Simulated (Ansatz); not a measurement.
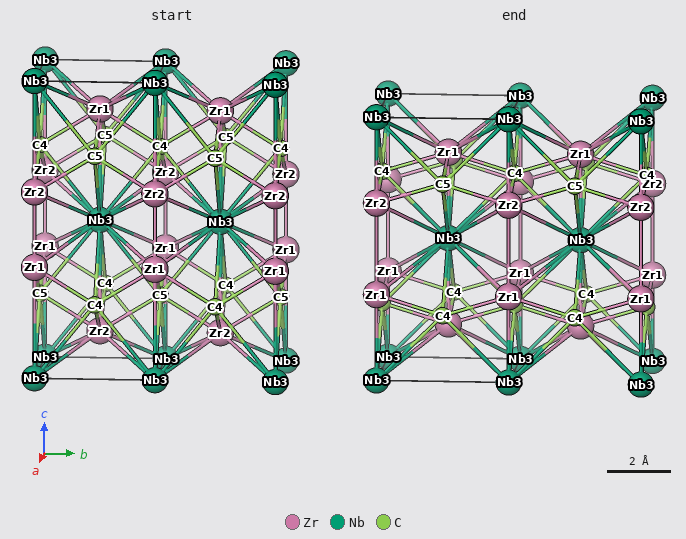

The structure of solid Zr2NbC2 (a generated structure, set up in I4/mmm) (coarse preliminary run) before (left) and after (right) a relaxation, at one scale.

Style: ball-and-stick. Shown: the conventional cell (2 times the calculation's cell), repeated 1 × 2 × 1 with one cell outlined, from a free direction. Lengths and directions refer to the drawn axes.

All numbers below come from DFT PBE, scalar-relativistic, plane waves, PAW (Ansatz 0.2.0).

The input:
```yaml
crystal:
  lattice:
    - [-1.93998633, 1.93998633, 4.8487682]
    - [1.93998633, -1.93998633, 4.8487682]
    - [1.93998633, 1.93998633, -4.8487682]
  atoms:
    - { symbol: Zr, position: [0.373, 0.373, 0.0] }
    - { symbol: Zr, position: [0.627, 0.627, 0.0] }
    - { symbol: Nb, position: [0.0, 0.0, 0.0] }
    - { symbol: C, position: [0.75, 0.25, 0.5] }
    - { symbol: C, position: [0.25, 0.75, 0.5] }
basis:
  ecutwfc: 420
kpoints:
  mp_grid: { grid: [6, 6, 6] }
hamiltonian:
  xc: pbe
scf:
  occupations: { method: gaussian, width: 0.1 }
  lower_state_search: "off"
output:
  forces: true
  stress: true
  eigenvalues: true
relax:
  adjacent_minimum: "off"
  f_tol: 0.04
  max_steps: 70
  cell: { stress_tol: 0.4 }
```

Command:
```bash
ansatz run input.yaml --threads 1 --pin off --max-ram 2560MiB --backend cpu --events-out ev --progress --plain --runs-dir out
```

Question: Describe what moved and what it gained.

Answer: The energy falls by 3.473 eV per cell of the calculation in 6 accepted moves (8 points after the start). The largest force component goes from 6.6 to 0.0021 eV/Å. Pressure: 6.00 GPa at the start and 0.01 GPa at the end. At 2 points the geometry stayed and the basis and grid were re-selected for the new cell (energy shift of 25.7 meV per cell of the calculation at most each time). The largest moves relative to the cell, 0.40 Å, are those of Zr1 and Zr2. Zr1 goes along −c. C and Nb stay in place. Cell: a = b 3.880 → 4.261 Å (+9.8 %), c 9.698 → 8.585 Å (−11.5 %). Volume +6.8 %. Some distances before and after: Zr1–Nb3 3.617 → 2.800 Å, Zr1–Zr2 2.463 → 2.985 Å, Zr1–Nb3 (another image) 3.007 → 3.362 Å, Zr1–Zr2 (another image) 3.636 → 3.284 Å. Bond angles that change, for instance: Zr1–C5–Zr1 116.8° → 145.9°, Zr1–C5–Zr2 105.9° → 94.9°. The space group stays I4/mmm (No. 139).
